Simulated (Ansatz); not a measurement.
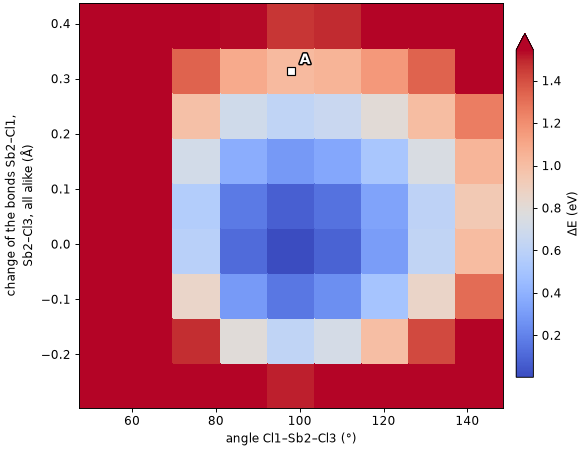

Cl₂Sb, SMILES [Cl][Sb][Cl], spin multiplicity 2. 
- Coordinates scanned: (1) angle Cl1–Sb2–Cl3; (2) change of the bonds Sb2–Cl1, Sb2–Cl3, all alike.
- Nothing is relaxed (all other coordinates rigid).
- The grid has 9 × 9 points.
- Points are written as (first, second).
- All energies are given in eV relative to the relaxed molecule at the same level.
- Energies and slopes of some neighbouring points disagree (a jump in structure or state, or too coarse a mesh). In part of the range the unrestricted reference is strongly spin-contaminated.
- The calculation used Ansatz, UHF-MP2, frozen core/def2-TZVP.

Drawn: one coloured cell a grid point, one colour for all values above the top of the scale, the point A.

Is A at rest? If not, where is it pushed?

Answer. A, at (98.0°, 0.314 Å), is not a stationary point. The computed force is 0.0014 eV for each degree towards larger values of angle Cl1–Sb2–Cl3 and 5.2 eV for each Å towards smaller values of the second coordinate.
